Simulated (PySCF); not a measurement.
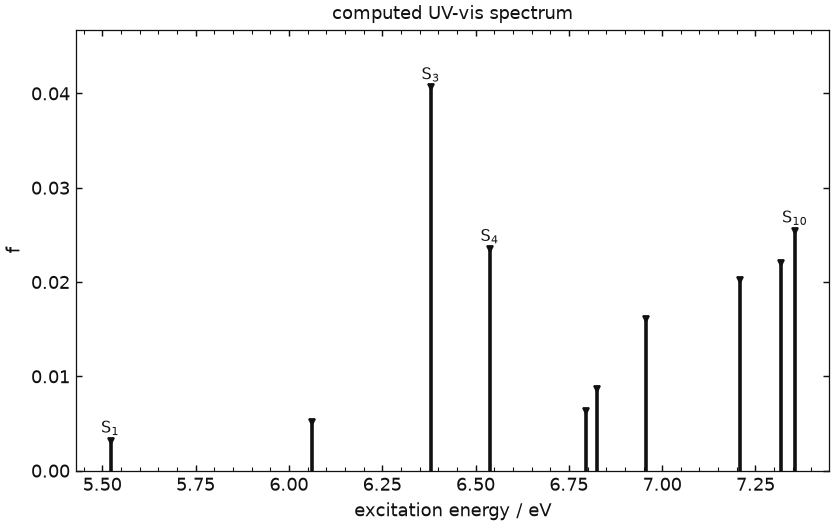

Vertical TDDFT excitations, CAM-B3LYP/def2-SVPD in PySCF 2.14.0, at a PBE0-D3(BJ)/def2-SVP geometry (no frequency check), gas phase. Only the first 10 singlet excitations are included.

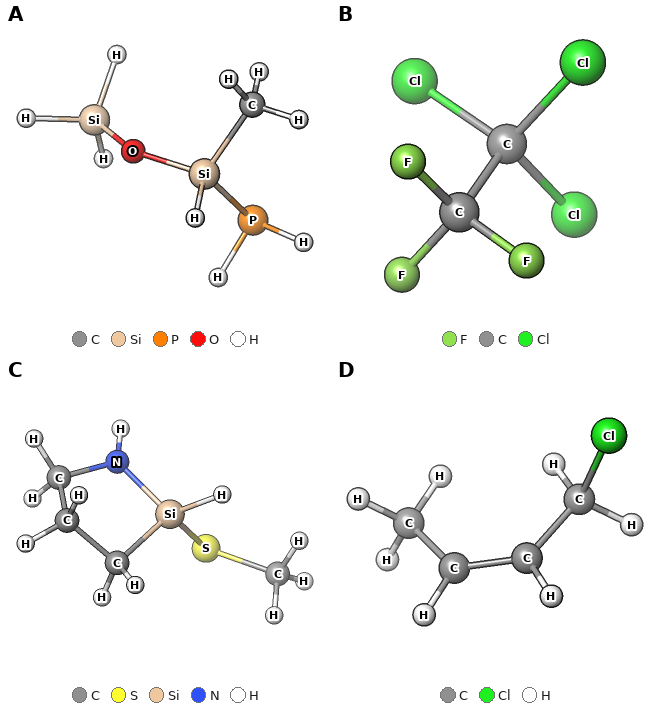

Question: Whose absorption spectrum is this? The candidates are drawn in the second picture.

Answer: Structure C, C₄H₁₁NSSi, SMILES CS[Si@@H]1CCCN1. Its lowest singlet lies at 5.52 eV (f = 0.003) and the brightest of those computed is S3 at 6.38 eV (194 nm), f = 0.041, mixed, the largest part being HOMO → LUMO+1 (32 %).

Caveats: one conformer of a flexible molecule; core orbitals are frozen in the response.
